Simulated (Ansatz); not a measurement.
# Phonons of Pb(100) film of 3 layers, part 2 of 2

Question: is the lattice of Pb(100) film of 3 layers stable, and if so, what are its coupling constant and resistivity?

Ansatz 0.2.0; DFT PBE, scalar-relativistic, plane waves, PAW.

So far: The structure; Relaxing cell and atoms.

**3. Tight relaxation**

Residual forces and stress shift phonon frequencies, so the cell is relaxed again, with tight thresholds and the mesh and smearing of this input.

input.yaml reads:

```yaml
crystal:
  lattice:
    - [3.406570463, 0.0, 0.0]
    - [0.0, 3.406570463, 0.0]
    - [0.0, 0.0, 33.699999758]
  atoms:
    - { symbol: Pb, position: [0.0, 0.0, 0.1593415185] }
    - { symbol: Pb, position: [0.5, 0.5, 0.236646886] }
    - { symbol: Pb, position: [0.0, 0.0, 0.3139522535] }
  periodic: [true, true, false]
kpoints:
  mp_grid: { grid: [8, 8, 1] }
hamiltonian:
  xc: pbe
scf:
  occupations: { method: methfessel_paxton, width: 0.2 }
output:
  forces: true
  stress: true
  eigenvalues: true
  write_density: true
  write_potential: true
  elf: true
  volumetric_format: npy
relax:
  adjacent_minimum: "off"
  f_tol: 0.001
  max_steps: 60
  cell: { stress_2d_tol: 0.002 }
```

On the command line:

```
$ ansatz run input.yaml --threads 4 --pin off --max-ram 16384MiB --backend cpu --events-out ev --progress --plain --runs-dir out
```

Numbers of over 12 decimals in the logs are rounded to 6 here.

What it wrote:

```text
[the first part of the log is left out]
  E_paw        = -31216.683746  (= ΣΔE_a)
  E_vpaw       = -1004.265909  (= ΣTr[D̂ρ^β])
  E_aug_tail   = 0.000150  (compensation charges beyond the density's cutoff)
  E_ewald      = 37153.470194
  E_smearing   = -0.010370  (= −TS)
  E_closure    = -0.000000  (closes the sum)
  Σ components = -35718.679532   (vs F -35718.679532, Δ=0.00e0)
--- Forces (eV/Å), atoms counted from 1 ---
  atom   1  Pb     0.00000000     0.00000000     0.00014092
  atom   2  Pb     0.00000000     0.00000000     0.00000000
  atom   3  Pb     0.00000000     0.00000000    -0.00014092
  max |Σ_I F_I| component: 1.26e-29 eV/Å
--- 2D stress c σ (N/m, compression-positive) ---
        0.000681       0.000000       0.000000
        0.000000       0.000681       0.000000
        0.000000       0.000000       0.000000
  P = ½ c Tr σ = 0.0007 N/m
--- Band table (eV; the first three rows and the last of 15) ---
[...]
° read free of the cell's end (the report's vacuum.weakly_bound_levels)
--- Relaxed structure (5 steps of the walk, 5 accepted, 1 SCFs on fresh bases) ---
[...]
cell:  # Å, volume = 390.4056 Å³
    - [3.403636, 0, 0.0]
    - [0, 3.403636, 0.0]
    - [0.0, 0.0, 33.699999758]
  atoms:
    - { symbol: Pb, position: [0, 0, 0.159197] }
    - { symbol: Pb, position: [0.5, 0.5, 0.236646886] }
    - { symbol: Pb, position: [0, 0, 0.314097] }
```

Run time: 23 s. Hardware: 4 threads of Arm Neoverse V1, shared host; peak memory 0.73 GiB; 85 s of CPU time.

Little changed from the start: no atom moved by 0.005 Å and no cell edge by 0.1 %.

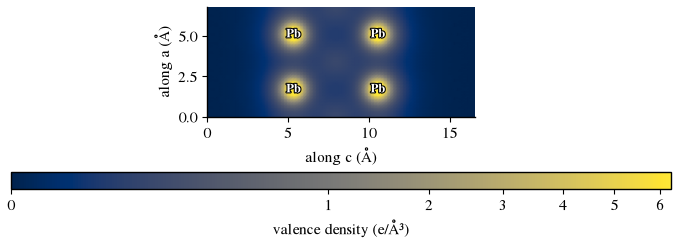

Valence density in the ca plane at fractional y = 0.000, with atoms of Pb within 0.2 Å of it. It is the smooth field of the valence electrons, not physical close to the nuclei. The map starts off the cell's origin, so that atoms lie inside it. The colour scale is stretched toward low values. The far vacuum is left out of the map.

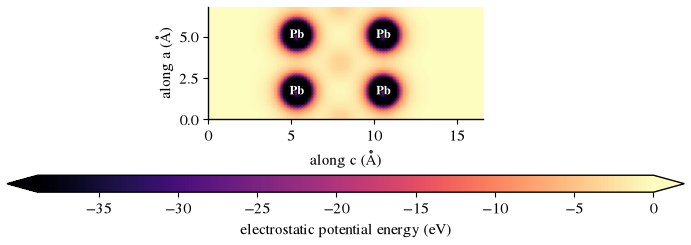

Electrostatic potential energy in the ca plane at fractional y = 0.000, with atoms of Pb within 0.2 Å of it. With pseudopotentials it is smooth inside the atoms' cores, unlike the true potential. The map starts off the cell's origin, so that atoms lie inside it. The far vacuum is left out of the map.

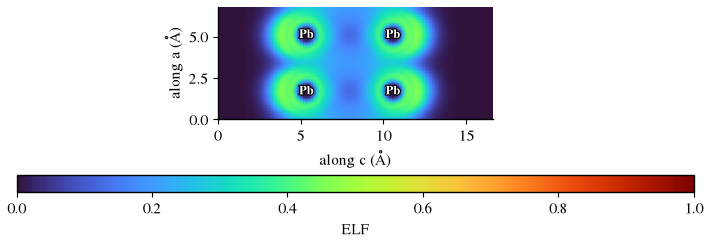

ELF in the ca plane at fractional y = 0.000, with atoms of Pb within 0.2 Å of it. It is the smooth field of the valence electrons, not physical close to the nuclei. The map starts off the cell's origin, so that atoms lie inside it. The far vacuum is left out of the map.

**4. Phonons: q 2×2×1, k 4×4×1**

Before any scattering is computed, the phonons show whether the structure is a minimum.

input.yaml reads:

```yaml
crystal:
  lattice:
    - [3.4036355663, 0.0, 0.0]
    - [0.0, 3.4036355663, 0.0]
    - [0.0, 0.0, 33.699999758]
  atoms:
    - { symbol: Pb, position: [0.0, 0.0, 0.1591966224] }
    - { symbol: Pb, position: [0.5, 0.5, 0.236646886] }
    - { symbol: Pb, position: [0.0, 0.0, 0.3140971496] }
  periodic: [true, true, false]
kpoints:
  mp_grid: { grid: [4, 4, 1] }
hamiltonian:
  xc: pbe
scf:
  occupations: { method: methfessel_paxton, width: 0.2 }
output:
  eigenvalues: true
phonons:
  method: dfpt
  qmesh: [2, 2, 1]
  temperatures: { t_max: 1000, t_step: 50 }
  qpath:
    path: [[0.0, 0.0, 0.0], [0.0, 0.5, 0.0], [0.5, 0.5, 0.0], [0.0, 0.0, 0.0]]
    npoints: 10
```

What it wrote:

```text
Warning: crystal.symmetry: narrowed to the stabiliser of the run's FFT grids — unitary ops 16 → 8. A phonons.method: dfpt run fills in the rows of the dynamical matrix that it does not solve by its symmetry operations, which is exact only for operations that map its FFT grids onto themselves: filled in by any other, the frequencies could depend on the order in which like atoms are typed, or, by more than the grids' own error, on where the crystal sits among the grids' points. Excluded: 8 operations. The run can therefore solve more perturbations, solve them on more k-points, or both, and cost more. [rest of the remark cut]
[...]
Crystal: 3 atoms, lattice volume = 390.406 Å³
Basis set: ecut = 420 eV, 7605 PW (Γ), exchange–correlation on 48×48×480 points (8 copies of the dense FFT grid, shifted against one another)
Bands: 26, of which v1, the nominal top of the filled ones, is band 21 counted from 1 (20 counted from 0)
Symmetry: 16 space group operations
k-points: 6 of 16 (irreducible under 8 space group operations)
[...]
SCF iter   1: F=—  HF=-35718.708156 eV  |F-HF|=—  |Δ(HF+E_count)|=         —  Δρ=1.47e-3  dr2=6.20e-2  ethr=1.77e-3  ⟨swp⟩=14.5  Hψ=2410  notcnv=0
automatic band count: the SCF goes on with 31 bands, as 26 were too few: they end inside the smearing window of the response
[...]
SCF iter   2: F=—  HF=-35718.714490 eV  |F-HF|=—  |Δ(HF+E_count)|=   6.33e-3  S|Δr|=    0.00e0  Δρ=1.44e-3  dr2=1.15e-1  ethr=1.48e-4  ⟨swp⟩=2.8  Hψ=397  notcnv=0  defer=6
[...]
SCF iter  10: F=-35718.699726 eV  HF=-35718.699726 eV  |F-HF|=2.91e-11  |Δ(HF+E_count)|=  2.18e-11  S|Δr|=    0.00e0  Δρ=2.87e-8  dr2=8.00e-12  ethr=1.00e-12  ⟨swp⟩=21.3  Hψ=1650  notcnv=0
SCF 1 converged in 10 iterations: F = -35718.699726 eV  dr2 = 8.00e-12
[...]
phonons: the bands overlap, so this run is a metal and interpolates without the dipole-dipole term. If the crystal is really an insulator or semiconductor, its LO-TO splitting is missing
NSCF: frozen V_eff on 6 k-points
[...]
DFPT response loops at q = (0, 0, 0) (fractional): preconditioner auto → none (partly filled bands, converged f_vac=0.708); β = 0.50; Anderson in place of MSR1
[...]
SCF converged after 10 iterations
Stability not checked: this state was not tested for a lower state beside it, because cold or Methfessel-Paxton smearing, or corrected tetrahedra, fill the levels in a way that the test cannot read (fill_not_monotonic; see scf.lower_state_search)
Free energy (F): -35718.699726 eV
[...]
Internal energy: -35718.713644 eV  (E = F + TS)
E sigma→0 (E₀):  -35718.703205 eV
Entropy (-TS):   0.013918 eV (4.639 meV/atom)
Fermi energy:    -3.664300 eV
Step filling:    the computed levels leave a gap of 0.5393 eV = 2.7 smearing widths at the electron count; against every level under it full and every level over it empty, smearing changes F+E_penalty+E_count by +2.904 meV and its σ→0 estimate by -0.575 meV
[...]
--- Band table (eV; the first three rows and the last of 6) ---
  k-point 0: bands = [... 17 lower, -12.0966, -6.4629, -3.8901, -1.2036 (-1.2041°), -0.4892 (-0.4892°), -0.4892 (-0.4892°), -0.2999 (-0.3226°), 0.2689, ... 6 higher]
  k-point 1: bands = [... 17 lower, -11.6020, -5.7171, -5.2823, -3.9637, -2.9628, -1.7989, -0.2129 (-0.2137°), 0.4374 (0.4374°), ... 6 higher]
  k-point 2: bands = [... 17 lower, -11.8788, -7.4202, -6.8877, -6.0055, -3.3508, -1.8415, -1.1188, 1.4440 (1.4440°), ... 6 higher]
  k-point 5: bands = [... 17 lower, -10.0080, -6.2865, -6.2865, -4.9859, -4.9859, -3.1882, -3.1882, -2.5802, ... 6 higher]
  ° read free of the cell's end (the report's vacuum.weakly_bound_levels)
--- Phonons (Γ-DFPT): 6 representative perturbations + reference (Σ response iterations 39) ---
  ASR residual: 8.314e-5 → 0.000e0 eV/Å²; symmetrization residual: 9.498e-5 eV/Å²
  The last average, over the group as it would stand without the narrowing to the FFT grids, took up to 6.851e-7 eV/Å² of the zone centre's force constants
  ASR residual per site (eV/Å²): 1.79e-5 8.31e-5 1.92e-5
  Γ frequencies (cm⁻¹): 0.00 0.00 0.00 25.84 25.84 45.13 45.29 45.29 51.69
--- Phonons (arbitrary-q DFPT): 3 irreducible q on the 2×2×1 mesh ---
  q = [0.0000, 0.0000, 0.0000] (star 1, of the zone-centre solve; hermiticity 1.49e-4, symmetrization 6.38e-11, taken by the last average 5.37e-7): -0.00 -0.00 0.00 25.84 25.84 45.13 45.29 45.29 51.69
  q = [0.0000, -0.5000, 0.0000] (star 2, 9 solved perturbations in 81 linear systems a pass and spin channel, the states on 9 of 16 k-point pairs; hermiticity 3.70e-5, symmetrization 7.24e-14, taken by the last average 1.15e-7): -23.45 27.45 30.24 31.79 35.39 44.50 46.67 85.37 91.43
[...]
sum rule: each row above includes the acoustic sum rule's correction from the zone centre's row sums; it moved no ω² by more than (0.33 cm⁻¹)²
  mesh force constants: q→R imaginary residual 7.46e-18; ASR residual 8.314e-5 → 0.000e0 eV/Å²; symmetrization residual 1.332e-15 eV/Å²
  interpolated dispersion: 31 rows × 9 modes
  density of states and harmonic sums: on the 18×18×1 q-mesh, interpolated from the force constants of a 2×2×1 supercell (no non-analytic term)
  largest difference from the sums on the solved wave vectors: F 3.85e-1 eV, S 4.93e-4 and C_V 1.09e-4 eV/K
  zero-point energy: 0.025459 eV/cell   skipped modes (ω ≤ 0): 18, of them read as no rigid motion or as one in doubt: 15 (2.315e-1 modes/cell left out, lowest -23.45 cm⁻¹)   left out of the sums: 2.67e-2 of the cell's modes: C_V's classical limit lies that fraction below 3 k_B per atom; for a crystal, a wire or a layer, F and S can be off by more, and a phonons.interpolated_qmesh denser along its periods is the remedy for the sampling
```

Wall time 75 s (4 threads); peak memory 2.4 GiB; 4.4 min of CPU time.

Numbers from this step:

* share of imaginary modes in the plain interpolation between solved wavevectors: 0.0231
* highest frequency, solved or plainly interpolated: 95.02 cm⁻¹

Solved on the 2×2×1 mesh alone; all other wavevectors are interpolated. Phonon branches along the path, in cm⁻¹:

```
point  branch 1  branch 2  branch 3  branch 4  branch 5  branch 6  branch 7  branch 8  branch 9
    Γ         0         0         0        26        26        45        45        45        52
    X       -23        28        30        32        35        44        47        85        91
    M       -10        46        50        58        58        58        58        95        95
    Γ         0         0         0        26        26        45        45        45        52
```

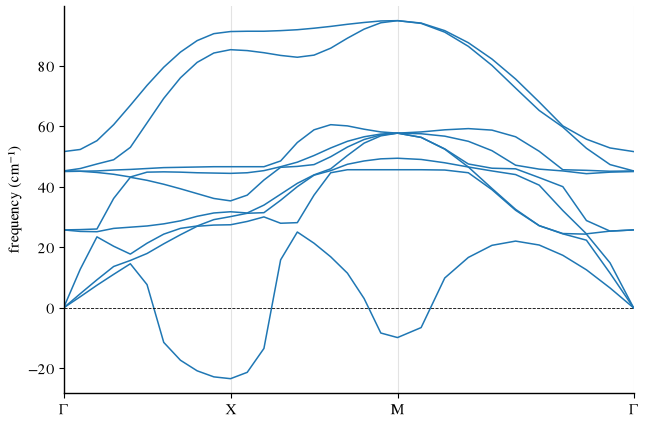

Phonon branches along the path.

Lowest modes at the softest wavevector of the mesh. Modes at q = (0.500, 0.000, 0.000) (negative means imaginary):

```
mode  frequency (cm⁻¹)
   1             -23.4
   2              27.5
   3              30.2
   4              31.8
   5              35.4
   6              44.5
```

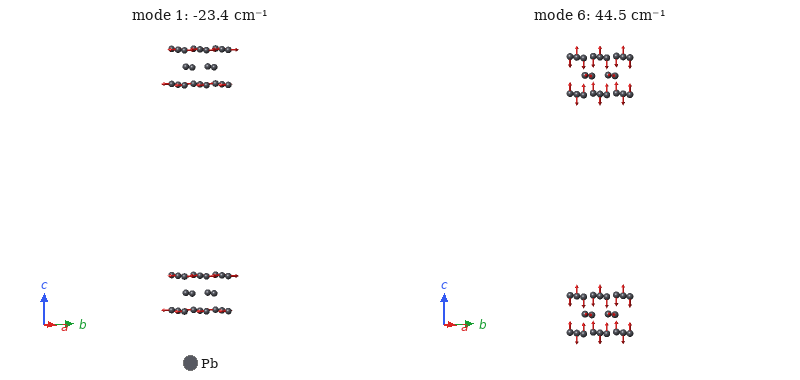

Displacement patterns of modes 1 and 6 at q = (0.500, 0.000, 0.000); arrows are exaggerated. 2×2×2 cells are drawn. Some periodic images of atoms are drawn too.

Among the solved wavevectors the lowest mode, translations apart, is -23.4 cm⁻¹, imaginary.

**5. Phonons: q 2×2×1, k 6×6×1**

An imaginary mode on so few k-points may come from the sampling, so the phonons are repeated with another k mesh.

Changes to input.yaml since step 4:

```diff
@@ -11,3 +11,3 @@
 kpoints:
-  mp_grid: { grid: [4, 4, 1] }
+  mp_grid: { grid: [6, 6, 1] }
 hamiltonian:
```

The mesh is denser.

What it wrote:

```text
[...]
Crystal: 3 atoms, lattice volume = 390.406 Å³
Basis set: ecut = 420 eV, 7605 PW (Γ), exchange–correlation on 48×48×480 points (8 copies of the dense FFT grid, shifted against one another)
Bands: 26, of which v1, the nominal top of the filled ones, is band 21 counted from 1 (20 counted from 0)
Symmetry: 16 space group operations
k-points: 10 of 36 (irreducible under 8 space group operations)
[...]
SCF iter   1: F=—  HF=-35718.606531 eV  |F-HF|=—  |Δ(HF+E_count)|=         —  Δρ=1.76e-3  dr2=4.27e-2  ethr=1.77e-3  ⟨swp⟩=10.4  Hψ=1669  notcnv=0
[...]
SCF iter  11: F=-35718.599888 eV  HF=-35718.599888 eV  |F-HF|=5.82e-11  |Δ(HF+E_count)|=  4.15e-10  S|Δr|=    0.00e0  Δρ=1.83e-8  dr2=1.33e-12  ethr=1.00e-12  ⟨swp⟩=18.0  Hψ=2292  notcnv=0
SCF 1 converged in 11 iterations: F = -35718.599888 eV  dr2 = 1.33e-12
[...]
SCF converged after 11 iterations
[...]
Free energy (F): -35718.599888 eV
[...]
Internal energy: -35718.596022 eV  (E = F + TS)
E sigma→0 (E₀):  -35718.598921 eV
Entropy (-TS):   -0.003865 eV (-1.288 meV/atom)
Fermi energy:    -4.081542 eV
[...]
--- Band table (eV; the first three rows and the last of 10) ---
  k-point 0: bands = [... 17 lower, -12.2752, -6.6122, -3.9752, -1.2499 (-1.2503°), -0.7166 (-0.7166°), -0.7166 (-0.7166°), -0.2774 (-0.2995°), 0.2670, ... 1 higher]
  k-point 1: bands = [... 17 lower, -12.0347, -6.2335, -4.3529, -2.6862, -2.5835, -0.5794 (-0.5796°), -0.5415 (-0.5427°), -0.2944, ... 1 higher]
  k-point 2: bands = [... 17 lower, -11.6032, -6.6076, -6.2087, -4.5663, -4.2397, -1.9725, -0.4272 (-0.4272°), 0.7649, ... 1 higher]
  k-point 9: bands = [... 17 lower, -10.1958, -6.5167, -6.5167, -5.1072, -5.1072, -3.3822, -3.3822, -2.8180, ... 1 higher]
  ° read free of the cell's end (the report's vacuum.weakly_bound_levels)
[...]
ASR residual: 1.461e-4 → 0.000e0 eV/Å²; symmetrization residual: 7.001e-5 eV/Å²
[...]
ASR residual per site (eV/Å²): 1.44e-4 1.16e-4 1.46e-4
  Γ frequencies (cm⁻¹): 0.00 0.00 0.00 8.60 8.60 38.92 38.92 40.21 74.19
--- Phonons (arbitrary-q DFPT): 3 irreducible q on the 2×2×1 mesh ---
[...]
q = [0.0000, -0.5000, 0.0000] (star 2, 9 solved perturbations on 16 of 36 k-point pairs; hermiticity 2.15e-5, symmetrization 3.91e-8, taken by the last average 6.32e-6): -31.00 -28.81 11.85 18.97 26.09 37.84 58.69 63.14 86.46
[...]
interpolated dispersion: 31 rows × 9 modes
[...]
```

Run time: 2.1 min. Hardware: 4 threads; peak memory 1.2 GiB; 7.9 min of CPU time.

Numbers from this step:

```yaml
share_of_imaginary_modes_in_the_plain_interpolation_between_solved_wavevectors: 0.1676
highest_frequency_solved_or_plainly_interpolated: 86.5 cm⁻¹
```

Solved on the 2×2×1 mesh alone; all other wavevectors are interpolated. Phonon branches along the path, in cm⁻¹:

```csv
point,branch 1,branch 2,branch 3,branch 4,branch 5,branch 6,branch 7,branch 8,branch 9
Γ,0,0,0,9,9,39,39,40,74
X,-31,-29,12,19,26,38,59,63,86
M,-16,21,31,31,31,35,35,75,75
Γ,0,0,0,9,9,39,39,40,74
```

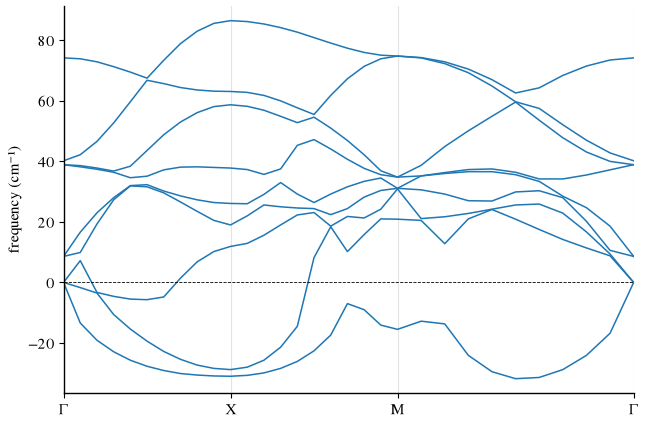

Phonon branches along the path.

Lowest modes at the softest wavevector of the mesh. Modes at q = (0.000, 0.500, 0.000) (negative means imaginary):

```
mode  frequency (cm⁻¹)
   1             -31.0
   2             -28.8
   3              11.9
   4              19.0
   5              26.1
   6              37.8
```

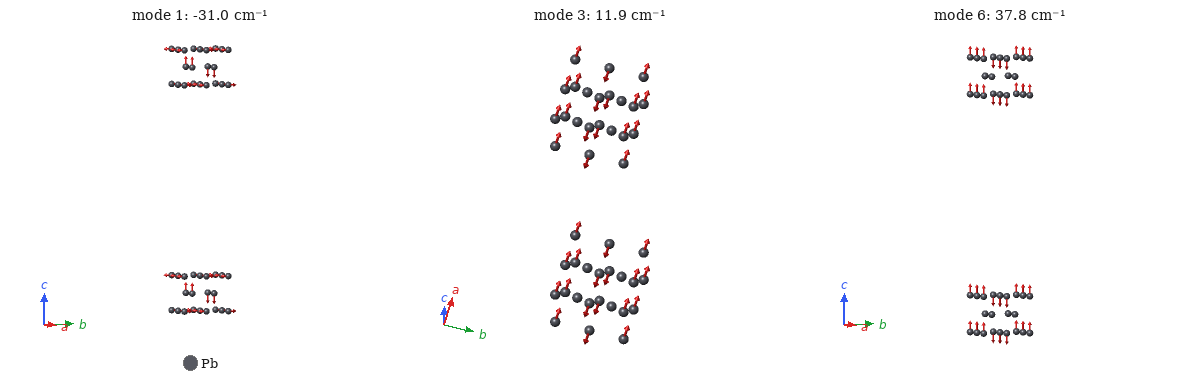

Displacement patterns of modes 1, 3 and 6 at q = (0.000, 0.500, 0.000); arrows are exaggerated. 2×2×2 cells are drawn. Some periodic images of atoms are drawn too.

The modes, Pb has structure finer than the step of the table below, so its rows give means over 10 cm⁻¹, whole bins alone (the curve runs from -41.9 to 98.7 cm⁻¹). Peaks (cm⁻¹: height): -29.5: 0.116, 25.3: 0.183, 62.5: 0.0990.

Phonopy on the run's constants, 17x17x1 mesh, Gaussian sigma 2.0 cm⁻¹. Modes, Pb against wavenumber; means over each step:

| wavenumber (cm⁻¹) | modes, Pb (1/cm⁻¹/cell) |
| --- | --- |
| -30 | 0.0790 |
| -20 | 0.0418 |
| -10 | 0.0245 |
| 0 | 0.0144 |
| 10 | 0.0504 |
| 20 | 0.115 |
| 30 | 0.174 |
| 40 | 0.119 |
| 50 | 0.0742 |
| 60 | 0.0885 |
| 70 | 0.0687 |
| 80 | 0.0422 |
| 90 | 0.00600 |

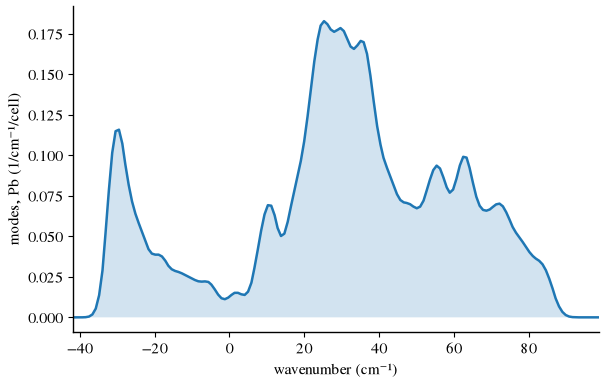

Modes, Pb, plotted against wavenumber.

No LO-TO term; unit eigenvectors of the mass-weighted matrix. Modes at Γ:

```
mode  frequency (cm⁻¹)  symmetry
   1               0.0   unnamed
   2               0.0   unnamed
   3               0.0   unnamed
   4               8.6        Eg
   5               8.6        Eg
   6              38.9   unnamed
   7              38.9   unnamed
   8              40.2   unnamed
   9              74.2       A2u
```

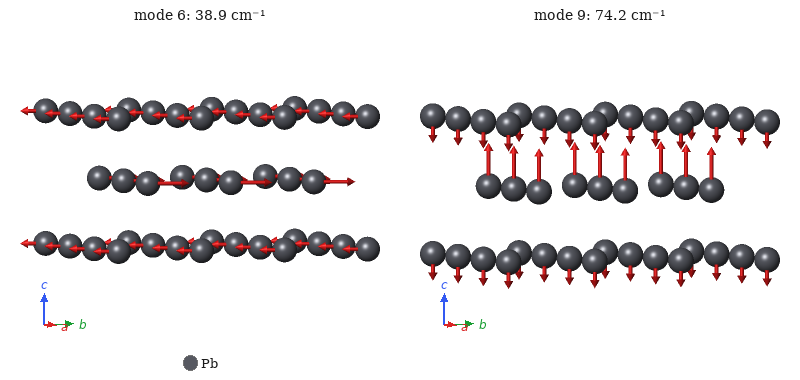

Displacement patterns of modes 6 and 9 at Γ; arrows are exaggerated. 3×3×1 cells are drawn. Some periodic images of atoms are drawn too.

Among the solved wavevectors the lowest mode, translations apart, is -31 cm⁻¹, imaginary.

**6. Outcome**

```yaml
phonon_run_of_the_rows_without_a_label_of_their_own: PBE, q 2×2×1, k 6×6×1
softest_mode_on_the_q_mesh: -31 cm⁻¹ at q = (0, 0.5, 0)
highest_frequency_solved_or_plainly_interpolated: 86.5 cm⁻¹
```

The lattice is dynamically unstable at this level: a mode at q = (0, 0.5, 0) is imaginary, 31i cm⁻¹, so no harmonic coupling constant or resistivity is defined for this structure. These meshes are coarse, and single modes of a metal can move by tens of cm⁻¹ with the k mesh. The mode is weak and these meshes are coarse, so a denser k mesh or another smearing could remove it. Spin–orbit coupling, left out here, matters for Pb. The structure was built by hand as an ordered model, and its stability against other phases was not tested.

[Logs are printed without paths, hosts, clocks, repeated set-up lines and the standing remarks that a program may print on its own settings, such as how far it seeks lower states.]

[Hosts, paths, dates, database ids (printed as entryN), source tags and the programs' standing remarks are cut or masked in the printed files.]
